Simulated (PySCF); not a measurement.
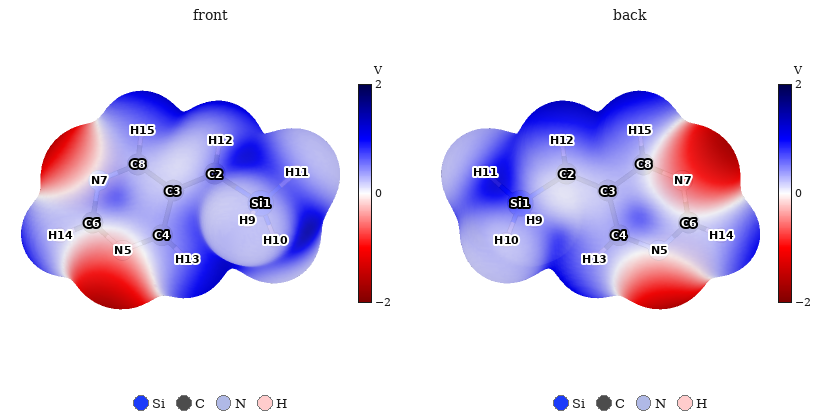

Figure. C5H7N2Si (doublet). The molecular electrostatic potential painted on the density surface at 0.002 e/bohr³, seen from the front and from behind; red is negative and blue positive.

Geometry: GFN2-xTB.

These are results of UKS B3LYP, pcH-1 on C H N Si, non-relativistic, mean-field spin-orbit, GIAO in PySCF, not measurements.

```tsv
atom	x (Å)	y (Å)	z (Å)
Si	-2.6199	-0.1460	-0.3390
C	-1.0658	-0.6586	0.5618
C	0.2193	-0.2143	0.2798
C	0.5595	0.5641	-0.8617
N	1.7685	1.0148	-1.0850
C	2.7224	0.6686	-0.2304
N	2.5530	-0.0836	0.8490
C	1.3379	-0.4916	1.1178
H	-2.7513	1.3144	-0.3326
H	-2.5711	-0.6164	-1.7287
H	-3.7462	-0.7608	0.3621
H	-1.1502	-1.3545	1.3869
H	-0.1886	0.7886	-1.6111
H	3.7220	1.0259	-0.4324
H	1.2061	-1.0424	2.0416
```

### Describe the electrostatic potential map.

The most negative region (about −1.6 V) lies over N5 and N7, the most positive (about +1.3 V) over Si1, H12 and H13.
